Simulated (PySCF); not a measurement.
# Tl2O2F2: other functionals and bases at one geometry

Aim: see how levels, charges and forces of Tl2O2F2 depend on the level of theory. The structure is generated, not taken from experiment.

The runs use PySCF 2.14.0; several levels, as the steps say, no spin–orbit coupling.

2 further runs of the same task are left out: 2 for a known fault of the program.

## Step 1: Where the work starts

6 atoms, charge 0, spin multiplicity 1.

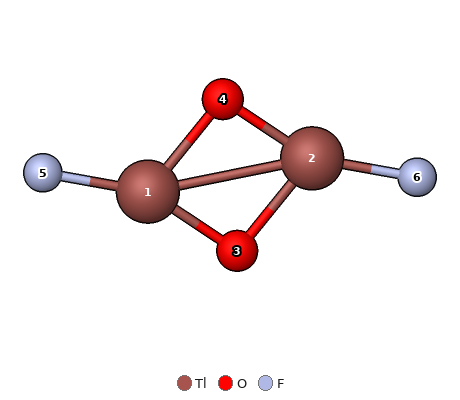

The structure; thallium brown, oxygen red, fluorine light blue; atoms are numbered from 1 in the order of the file.

Coordinates:

```xyz
6

Tl    0.1885    0.0000    1.5452
Tl   -0.1885    0.0000   -1.5452
O     1.4436    0.0000   -0.0447
O    -1.4436    0.0000    0.0447
F    -0.3278    0.0000    3.4739
F     0.3278    0.0000   -3.4739
```

Formal oxidation states: Tl +3. An earlier session relaxed this geometry at PBE0, Tl def2-SVP with ECP60, O def2-SVP, F def2-SVP (singlet, point group C2h).

At PBE0 on the finer grid: E = -694.433232 Eh, HOMO -7.82 eV, LUMO -3.79 eV, Mulliken charge on Tl1 +0.95 e, largest force component 0.023 eV/Å. 

Levels to run: TPSSh; M06-L; r2SCAN; B3LYP; PBE0, TZVP; PBE0, x2c-SVP. Hardware: 2 threads of Arm Neoverse V1, shared host.

## Step 2: TPSSh

The input, run.py (the lines that set the calculation):

```python
mol = gto.M(atom='''
Tl     0.18854     0.00000     1.54524
Tl    -0.18854     0.00000    -1.54524
O      1.44358     0.00000    -0.04470
O     -1.44358     0.00000     0.04470
F     -0.32783     0.00000     3.47386
F      0.32783     0.00000    -3.47386''',
    basis={'Tl': 'def2-SVP', 'O': 'def2-SVP', 'F': 'def2-SVP'},
    ecp={'Tl': 'def2-SVP'},
    charge=0, spin=0)
mf = dft.RKS(mol, xc='TPSSH')
mf.grids.atom_grid = (75, 302)
mf = mf.density_fit()  # fitting sets: Tl def2-universal-JKFIT, O def2-universal-JKFIT, F def2-universal-JKFIT
mf.conv_tol = 1e-08; mf.max_cycle = 55
mf.kernel(dm0)  # dm0: the density of the relaxed state
```

Command:

```console
OMP_NUM_THREADS=2 python run.py
```

The log of the run:

```text
init E= -694.684327705351
  HOMO = -0.257600628315954  LUMO = -0.151630627520181  gap/eV = 2.88359
cycle= 1 E= -694.686014645262  delta_E= -0.00169  |g|= 0.0217  |ddm|= 0.192
  HOMO = -0.259595869384063  LUMO = -0.153123955842958  gap/eV = 2.89725
cycle= 2 E= -694.685786359615  delta_E= 0.000228  |g|= 0.0415  |ddm|= 0.0542
  HOMO = -0.259328261690453  LUMO = -0.15240655255295  gap/eV = 2.90949
cycle= 3 E= -694.686102966914  delta_E= -0.000317  |g|= 0.00636  |ddm|= 0.0352
  HOMO = -0.258256848781831  LUMO = -0.152173230536675  gap/eV = 2.88668
cycle= 4 E= -694.686096893353  delta_E= 6.07e-06  |g|= 0.00812  |ddm|= 0.0117
  HOMO = -0.258880183092026  LUMO = -0.152351654588724  gap/eV = 2.89879
cycle= 5 E= -694.686111271445  delta_E= -1.44e-05  |g|= 0.00116  |ddm|= 0.00732
  HOMO = -0.258897062264366  LUMO = -0.152362598882483  gap/eV = 2.89895
cycle= 6 E= -694.686111218507  delta_E= 5.29e-08  |g|= 0.00126  |ddm|= 0.00208
  HOMO = -0.25888580211158  LUMO = -0.15236759309655  gap/eV = 2.89851
cycle= 7 E= -694.686111580225  delta_E= -3.62e-07  |g|= 6.93e-05  |ddm|= 0.00118
  HOMO = -0.258883326730559  LUMO = -0.15236287311814  gap/eV = 2.89857
cycle= 8 E= -694.686111581316  delta_E= -1.09e-09  |g|= 1.55e-05  |ddm|= 9.39e-05
  HOMO = -0.258887655053466  LUMO = -0.15236548569839  gap/eV = 2.89862
Extra cycle  E= -694.686111581146  delta_E= 1.7e-10  |g|= 3.27e-05  |ddm|= 4.05e-05
converged SCF energy = -694.686111581146
```

Run time: 8.2 s. Hardware: 2 threads of Arm Neoverse V1, shared host.

It gives: E = -694.686112 Eh, HOMO -7.04 eV, LUMO -4.15 eV, Mulliken charge on Tl1 +0.90 e, largest force component 0.339 eV/Å. 

## Step 3: M06-L

Edit run.py (the lines that set the calculation) of step 2 so:

```diff
@@ -10,3 +10,3 @@
     charge=0, spin=0)
-mf = dft.RKS(mol, xc='TPSSH')
+mf = dft.RKS(mol, xc='M06L')
 mf.grids.atom_grid = (75, 302)
```

Command:

```console
OMP_NUM_THREADS=2 python run.py
```

The log of the run:

```text
init E= -694.98777860574
  HOMO = -0.246175122691956  LUMO = -0.161732286267728  gap/eV = 2.29781
cycle= 1 E= -694.993585237602  delta_E= -0.00581  |g|= 0.0489  |ddm|= 0.373
  HOMO = -0.233391464932444  LUMO = -0.152770115795899  gap/eV = 2.19382
cycle= 2 E= -694.992083998467  delta_E= 0.0015  |g|= 0.0951  |ddm|= 0.107
  HOMO = -0.244223198529872  LUMO = -0.157168695823547  gap/eV = 2.36887
cycle= 3 E= -694.993626100824  delta_E= -0.00154  |g|= 0.0432  |ddm|= 0.115
  HOMO = -0.242414454238156  LUMO = -0.157878728914103  gap/eV = 2.30033
cycle= 4 E= -694.994044044895  delta_E= -0.000418  |g|= 0.0103  |ddm|= 0.0448
  HOMO = -0.242358416525595  LUMO = -0.157876859584288  gap/eV = 2.29886
cycle= 5 E= -694.994063180421  delta_E= -1.91e-05  |g|= 0.00271  |ddm|= 0.0114
  HOMO = -0.242300939585388  LUMO = -0.157858102704282  gap/eV = 2.29781
cycle= 6 E= -694.994060899997  delta_E= 2.28e-06  |g|= 0.00413  |ddm|= 0.00618
  HOMO = -0.242254935699358  LUMO = -0.157845563014998  gap/eV = 2.29690
cycle= 7 E= -694.994064919645  delta_E= -4.02e-06  |g|= 0.000292  |ddm|= 0.00408
  HOMO = -0.242291721231356  LUMO = -0.157863095748876  gap/eV = 2.29742
cycle= 8 E= -694.994064943166  delta_E= -2.35e-08  |g|= 2.11e-05  |ddm|= 0.000357
  HOMO = -0.242292893172345  LUMO = -0.157863472072201  gap/eV = 2.29744
cycle= 9 E= -694.994064943267  delta_E= -1.01e-10  |g|= 4.46e-06  |ddm|= 3.71e-05
  HOMO = -0.242291729800202  LUMO = -0.157863376502288  gap/eV = 2.29741
Extra cycle  E= -694.994064943223  delta_E= 4.39e-11  |g|= 1.46e-05  |ddm|= 1.73e-05
converged SCF energy = -694.994064943223
```

Run time: 8.9 s. Hardware: 2 threads of Arm Neoverse V1, shared host.

Result: E = -694.994065 Eh, HOMO -6.59 eV, LUMO -4.30 eV, Mulliken charge on Tl1 +1.01 e, largest force component 0.637 eV/Å. 

## Step 4: r2SCAN

Edit run.py (the lines that set the calculation) of step 3 so:

```diff
@@ -10,3 +10,3 @@
     charge=0, spin=0)
-mf = dft.RKS(mol, xc='M06L')
+mf = dft.RKS(mol, xc='R2SCAN')
 mf.grids.atom_grid = (75, 302)
```

Command:

```console
OMP_NUM_THREADS=2 python run.py
```

The log of the run:

```text
init E= -694.806510550425
  HOMO = -0.24686717396232  LUMO = -0.166412288584446  gap/eV = 2.18929
cycle= 1 E= -694.809247898619  delta_E= -0.00274  |g|= 0.0391  |ddm|= 0.321
  HOMO = -0.255460160070123  LUMO = -0.167558984733997  gap/eV = 2.39191
cycle= 2 E= -694.807219154571  delta_E= 0.00203  |g|= 0.103  |ddm|= 0.168
  HOMO = -0.247847964213906  LUMO = -0.1654308345415  gap/eV = 2.24268
cycle= 3 E= -694.809560512182  delta_E= -0.00234  |g|= 0.0212  |ddm|= 0.109
  HOMO = -0.249454890859743  LUMO = -0.165972853714539  gap/eV = 2.27166
cycle= 4 E= -694.809630036438  delta_E= -6.95e-05  |g|= 0.0112  |ddm|= 0.0255
  HOMO = -0.249191431348669  LUMO = -0.166271016898921  gap/eV = 2.25638
cycle= 5 E= -694.809655945078  delta_E= -2.59e-05  |g|= 0.00239  |ddm|= 0.0106
  HOMO = -0.249129839908177  LUMO = -0.166235497526579  gap/eV = 2.25567
cycle= 6 E= -694.809654756895  delta_E= 1.19e-06  |g|= 0.00328  |ddm|= 0.00515
  HOMO = -0.249066114568328  LUMO = -0.166188097875281  gap/eV = 2.25523
cycle= 7 E= -694.809657267049  delta_E= -2.51e-06  |g|= 0.000112  |ddm|= 0.00311
  HOMO = -0.249078844711789  LUMO = -0.166193869355389  gap/eV = 2.25542
cycle= 8 E= -694.809657270434  delta_E= -3.38e-09  |g|= 2.11e-05  |ddm|= 0.000147
  HOMO = -0.249077688527745  LUMO = -0.166193521023278  gap/eV = 2.25539
Extra cycle  E= -694.80965726999  delta_E= 4.44e-10  |g|= 5.19e-05  |ddm|= 6.78e-05
converged SCF energy = -694.80965726999
```

Wall time 8.4 s (2 threads of Arm Neoverse V1, shared host).

Read off: E = -694.809657 Eh, HOMO -6.78 eV, LUMO -4.52 eV, Mulliken charge on Tl1 +0.92 e, largest force component 0.317 eV/Å. 

## Step 5: B3LYP

Edit run.py (the lines that set the calculation) of step 4 so:

```diff
@@ -10,3 +10,3 @@
     charge=0, spin=0)
-mf = dft.RKS(mol, xc='R2SCAN')
+mf = dft.RKS(mol, xc='B3LYP')
 mf.grids.atom_grid = (75, 302)
```

Command:

```console
OMP_NUM_THREADS=2 python run.py
```

The log of the run:

```text
init E= -694.904511121357
  HOMO = -0.279535387365329  LUMO = -0.148549280383033  gap/eV = 3.56431
cycle= 1 E= -694.905643912856  delta_E= -0.00113  |g|= 0.0464  |ddm|= 0.121
  HOMO = -0.271701713351495  LUMO = -0.14535111296728  gap/eV = 3.43817
cycle= 2 E= -694.904132409448  delta_E= 0.00151  |g|= 0.0965  |ddm|= 0.114
  HOMO = -0.280385521273702  LUMO = -0.148567374376963  gap/eV = 3.58695
cycle= 3 E= -694.905975276503  delta_E= -0.00184  |g|= 0.0175  |ddm|= 0.0901
  HOMO = -0.279175657829276  LUMO = -0.148488046986841  gap/eV = 3.55619
cycle= 4 E= -694.906039798079  delta_E= -6.45e-05  |g|= 0.00352  |ddm|= 0.015
  HOMO = -0.279072958615417  LUMO = -0.148512053925927  gap/eV = 3.55274
cycle= 5 E= -694.906042157657  delta_E= -2.36e-06  |g|= 0.000486  |ddm|= 0.00373
  HOMO = -0.279065008667111  LUMO = -0.148505571165344  gap/eV = 3.55270
cycle= 6 E= -694.906041967764  delta_E= 1.9e-07  |g|= 0.00104  |ddm|= 0.00126
  HOMO = -0.279064242669822  LUMO = -0.148504493805508  gap/eV = 3.55271
cycle= 7 E= -694.906042209652  delta_E= -2.42e-07  |g|= 6.87e-05  |ddm|= 0.000902
  HOMO = -0.2790748112294  LUMO = -0.148510023566111  gap/eV = 3.55285
cycle= 8 E= -694.906042210871  delta_E= -1.22e-09  |g|= 1.17e-05  |ddm|= 8.05e-05
  HOMO = -0.279074996636659  LUMO = -0.148509754519807  gap/eV = 3.55286
Extra cycle  E= -694.906042210825  delta_E= 4.62e-11  |g|= 2.1e-05  |ddm|= 3.75e-05
converged SCF energy = -694.906042210825
```

Run time: 6.2 s. Hardware: 2 threads of Arm Neoverse V1, shared host.

Read off: E = -694.906042 Eh, HOMO -7.59 eV, LUMO -4.04 eV, Mulliken charge on Tl1 +0.91 e, largest force component 0.357 eV/Å. 

## Step 6: PBE0, TZVP

Basis: Tl def2-TZVP with ECP60, O def2-TZVP, F def2-TZVP. 

The input, run.py (the lines that set the calculation):

```python
mol = gto.M(atom='''
Tl     0.18854     0.00000     1.54524
Tl    -0.18854     0.00000    -1.54524
O      1.44358     0.00000    -0.04470
O     -1.44358     0.00000     0.04470
F     -0.32783     0.00000     3.47386
F      0.32783     0.00000    -3.47386''',
    basis={'Tl': 'def2-TZVP', 'O': 'def2-TZVP', 'F': 'def2-TZVP'},
    ecp={'Tl': 'def2-TZVP'},
    charge=0, spin=0)
mf = dft.RKS(mol, xc='PBE0')
mf.grids.atom_grid = (75, 302)
mf = mf.density_fit()  # fitting sets: Tl def2-universal-JKFIT, O def2-universal-JKFIT, F def2-universal-JKFIT
mf.conv_tol = 1e-08; mf.max_cycle = 55
mf.kernel(dm0)  # dm0: free metal ions and neutral atoms
```

Command:

```console
OMP_NUM_THREADS=2 python run.py
```

The log of the run:

```text
init E= -705.616278315519
  HOMO = -0.209460481649592  LUMO = -0.0999184780093927  gap/eV = 2.98079
cycle= 1 E= -694.046230610129  delta_E= 11.6  |g|= 2.43  |ddm|= 3.05
  HOMO = -0.275395750256294  LUMO = -0.205372855394462  gap/eV = 1.90542
cycle= 2 E= -693.239325319311  delta_E= 0.807  |g|= 3.44  |ddm|= 2.61
  HOMO = -0.315469253511684  LUMO = -0.165959955869965  gap/eV = 4.06836
cycle= 3 E= -694.885861170592  delta_E= -1.65  |g|= 0.311  |ddm|= 1.48
  HOMO = -0.259768453165597  LUMO = -0.132025166052575  gap/eV = 3.47607
cycle= 4 E= -694.873365228698  delta_E= 0.0125  |g|= 0.394  |ddm|= 0.441
  HOMO = -0.300522277710619  LUMO = -0.142643165290568  gap/eV = 4.29611
cycle= 5 E= -694.902153967561  delta_E= -0.0288  |g|= 0.0945  |ddm|= 0.336
  HOMO = -0.296222290988986  LUMO = -0.142963999051094  gap/eV = 4.17037
cycle= 6 E= -694.903830320625  delta_E= -0.00168  |g|= 0.0172  |ddm|= 0.0651
  HOMO = -0.294982351635336  LUMO = -0.142276245008759  gap/eV = 4.15534
cycle= 7 E= -694.903878093833  delta_E= -4.78e-05  |g|= 0.00324  |ddm|= 0.0118
  HOMO = -0.294731761609658  LUMO = -0.142181706137027  gap/eV = 4.15110
cycle= 8 E= -694.90388015803  delta_E= -2.06e-06  |g|= 0.000778  |ddm|= 0.00307
  HOMO = -0.294776471179298  LUMO = -0.142193181304435  gap/eV = 4.15200
cycle= 9 E= -694.903880270303  delta_E= -1.12e-07  |g|= 0.00021  |ddm|= 0.000778
  HOMO = -0.294787664848219  LUMO = -0.142189037361845  gap/eV = 4.15242
cycle= 10 E= -694.903880281482  delta_E= -1.12e-08  |g|= 3.7e-05  |ddm|= 0.000249
  HOMO = -0.294789578768867  LUMO = -0.142188603880513  gap/eV = 4.15248
cycle= 11 E= -694.903880282326  delta_E= -8.44e-10  |g|= 1.69e-05  |ddm|= 0.000108
  HOMO = -0.294788324118434  LUMO = -0.142188634863079  gap/eV = 4.15245
Extra cycle  E= -694.903880282345  delta_E= -1.91e-11  |g|= 2.21e-05  |ddm|= 4.53e-05
converged SCF energy = -694.903880282345
```

Run time: 20 s. Hardware: 2 threads of Arm Neoverse V1, shared host.

Read off: E = -694.903880 Eh, HOMO -8.02 eV, LUMO -3.87 eV, Mulliken charge on Tl1 +1.03 e, largest force component 0.544 eV/Å. 

## Step 7: PBE0, x2c-SVP

Basis: Tl x2c-SVPall, O x2c-SVPall, F x2c-SVPall. All electrons are treated, with the spin-free X2C Hamiltonian.

The input, run.py (the lines that set the calculation):

```python
mol = gto.M(atom='''
Tl     0.18854     0.00000     1.54524
Tl    -0.18854     0.00000    -1.54524
O      1.44358     0.00000    -0.04470
O     -1.44358     0.00000     0.04470
F     -0.32783     0.00000     3.47386
F      0.32783     0.00000    -3.47386''',
    basis={'Tl': 'x2c-SVPall', 'O': 'x2c-SVPall', 'F': 'x2c-SVPall'},
    nucmod='G',
    charge=0, spin=0)
mf = dft.RKS(mol, xc='PBE0')
mf.grids.atom_grid = (99, 590)
mf = mf.density_fit()  # fitting sets: Tl AutoAux, O AutoAux, F AutoAux
mf = mf.sfx2c1e()
mf.conv_tol = 1e-08; mf.max_cycle = 55
mf.kernel(dm0)  # dm0: free metal ions and neutral atoms
```

Command:

```console
OMP_NUM_THREADS=2 python run.py
```

The log of the run:

```text
init E= -40856.9233287709
  HOMO = -0.19442174162684  LUMO = -0.0906001780877403  gap/eV = 2.82513
cycle= 1 E= -40845.0729816185  delta_E= 11.9  |g|= 2.08  |ddm|= 3.75
  HOMO = -0.247929954039397  LUMO = -0.184875074926683  gap/eV = 1.71581
cycle= 2 E= -40844.4367589136  delta_E= 0.636  |g|=  2.8  |ddm|= 3.27
  HOMO = -0.309769076502816  LUMO = -0.158678076832751  gap/eV = 4.11140
cycle= 3 E= -40845.8301417465  delta_E= -1.39  |g|= 0.299  |ddm|= 1.89
  HOMO = -0.247686377459524  LUMO = -0.129360025724613  gap/eV = 3.21982
cycle= 4 E= -40845.8083236313  delta_E= 0.0218  |g|= 0.428  |ddm|= 0.614
  HOMO = -0.291078606109036  LUMO = -0.138928869248366  gap/eV = 4.14021
cycle= 5 E= -40845.8475199475  delta_E= -0.0392  |g|= 0.0515  |ddm|= 0.456
  HOMO = -0.287566552838367  LUMO = -0.138243457957196  gap/eV = 4.06329
cycle= 6 E= -40845.848048296  delta_E= -0.000528  |g|= 0.00964  |ddm|= 0.0469
  HOMO = -0.286343543719207  LUMO = -0.137568624165312  gap/eV = 4.04837
cycle= 7 E= -40845.8480659663  delta_E= -1.77e-05  |g|= 0.00165  |ddm|= 0.00963
  HOMO = -0.286336871710247  LUMO = -0.137595970329337  gap/eV = 4.04745
cycle= 8 E= -40845.8480664312  delta_E= -4.65e-07  |g|= 0.00037  |ddm|= 0.00174
  HOMO = -0.286377519472964  LUMO = -0.137611666727915  gap/eV = 4.04813
cycle= 9 E= -40845.8480664631  delta_E= -3.19e-08  |g|= 9.2e-05  |ddm|= 0.000572
  HOMO = -0.286375839803116  LUMO = -0.137605538910593  gap/eV = 4.04825
cycle= 10 E= -40845.8480664653  delta_E= -2.18e-09  |g|= 1.35e-05  |ddm|= 0.000155
  HOMO = -0.286377435746554  LUMO = -0.137605760200119  gap/eV = 4.04828
Extra cycle  E= -40845.8480664655  delta_E= -2.11e-10  |g|= 1.25e-05  |ddm|= 6.47e-05
converged SCF energy = -40845.8480664655
```

Run time: 58 s. Hardware: 2 threads of Arm Neoverse V1, shared host.

Result: E = -40845.848066 Eh, HOMO -7.79 eV, LUMO -3.74 eV, Mulliken charge on Tl1 +1.00 e, largest force component 0.491 eV/Å. 

## Step 8: Results

| level | state | HOMO (eV) | gap (eV) | charge on Tl1 (e) | dipole (D) | largest force (eV/Å) | basis functions | time |
| --- | --- | --- | --- | --- | --- | --- | --- | --- |
| PBE0 (relaxed here) | singlet | -7.82 | 4.04 | 0.95 | 0.00 | 0.02 | 108 | 15 s |
| TPSSh | singlet | -7.04 | 2.90 | 0.90 | 0.00 | 0.34 | 108 | 8.2 s |
| M06-L | singlet | -6.59 | 2.30 | 1.01 | 0.00 | 0.64 | 108 | 8.9 s |
| r2SCAN | singlet | -6.78 | 2.26 | 0.92 | 0.00 | 0.32 | 108 | 8.4 s |
| B3LYP | singlet | -7.59 | 3.55 | 0.91 | 0.00 | 0.36 | 108 | 6.2 s |
| PBE0, TZVP | singlet | -8.02 | 4.15 | 1.03 | 0.00 | 0.54 | 224 | 20 s |
| PBE0, x2c-SVP | singlet | -7.79 | 4.05 | 1.00 | 0.00 | 0.49 | 180 | 58 s |

Times are on 2 threads of Arm Neoverse V1, shared host; the first row also made further properties.

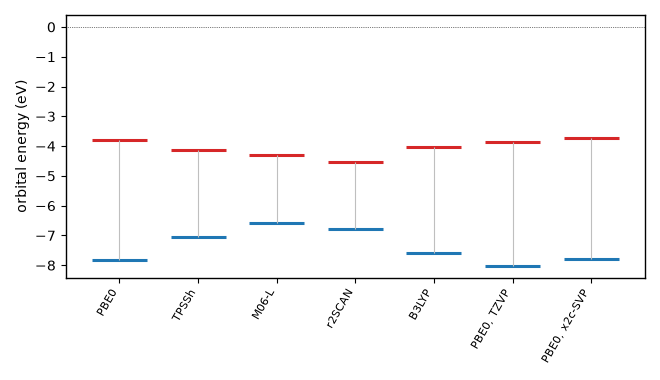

Highest filled and lowest empty level, method by method.

In one basis the HOMO–LUMO gap runs from 2.26 eV (r2SCAN) to 4.04 eV (PBE0). The largest leftover force, 0.64 eV/Å with M06-L, stands at a geometry relaxed at another level. The Mulliken charge on Tl spans +0.90 to +1.03 e over the levels. Total energies of different levels can't be compared. Spin–orbit coupling is left out throughout.
